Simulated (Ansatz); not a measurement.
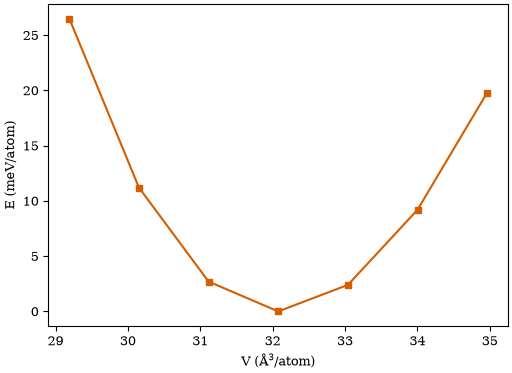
Fig. 1. BaSi2 (fluorite, Fm-3m) under volume change, plane-wave PAW PBE (Ansatz code), scaled uniformly.

Problem. What does a third-order Birch–Murnaghan fit give for V₀, B₀ and B′?

Solution. V₀ = 32.08 Å³/atom, B₀ = 28.0 GPa, B′ = 3.8.

The cell is a constructed one: a structure type filled with these elements; neither database checked (COD, Materials Project) lists it. COD files the formula under space group No. 62, 191, so this cell is another polymorph or a model. Whether it is the stable phase at ambient conditions was not checked. Symmetry was held in the PBE relaxation; whether a distortion lowers the energy is not shown. Spin–orbit coupling is left out wherever it is not named.

Potentials: the later of the program's two PAW sets.
